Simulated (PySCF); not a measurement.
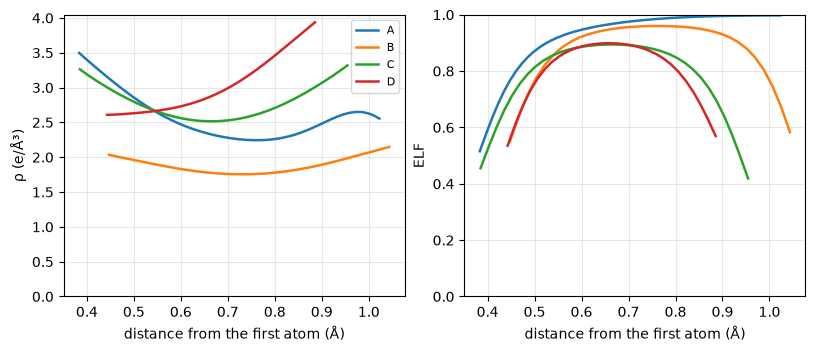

*C5H12N2 (SMILES CCC/C=N/NC). Electron density and electron localisation function along straight lines between neighbouring atoms. The curves leave out the atomic cores.*

Geometry: GFN2-xTB.

Theory: PBE0/pcSseg-1, SCF density, gas phase, non-relativistic in PySCF.

Input

```
{"job": {"kind": "nmr", "xc": "PBE0", "basis": "pcSseg-1"}, "charge": 0, "multiplicity": 1}
C     -2.247231    -0.189669    -1.071287
C     -2.307192     0.435939     0.315961
C     -0.973013     1.085972     0.700747
C      0.117215     0.075893     0.817702
N      1.111361     0.106396     0.036231
N      2.041942    -0.856988     0.051466
C      3.330799    -0.499038    -0.484926
H     -1.469671    -0.948743    -1.110650
H     -2.017558     0.566882    -1.817916
H     -3.198338    -0.652389    -1.325744
H     -2.560225    -0.330722     1.052544
H     -3.091736     1.195574     0.342533
H     -0.686897     1.818342    -0.054394
H     -1.092379     1.597905     1.660617
H     -0.002418    -0.701512     1.585166
H      2.062220    -1.471040     0.868932
H      3.851842    -1.404246    -0.796159
H      3.162233     0.136610    -1.351411
H      3.959242     0.044085     0.232348
```

Run with:

```sh
OMP_NUM_THREADS=1 python probes_run.py task.json out
```

Question: Which curve belongs to which contact (C–C, C–N, N–H and N–N)? The first atom named is at distance zero.

Answer: Curve A: N–H (1.02 Å): ρ is about 2.8 e/Å³ halfway; the ELF climbs to about 1 towards the hydrogen, as it does in any bond to H: an ordinary covalent bond to hydrogen. Curve B: C–C (1.49 Å): ρ is about 1.8 e/Å³ halfway; the ELF peaks at about 0.95 between the atoms (localised, covalent bonding). Curve C: N–N (1.34 Å): the density is about 2.5 e/Å³ at the midpoint; the ELF peaks at about 0.90 between the atoms (localised, covalent bonding). Curve D: C–N (1.26 Å): the density is about 2.8 e/Å³ at the midpoint; the ELF peaks at about 0.90 between the atoms: a short, multiple covalent bond.
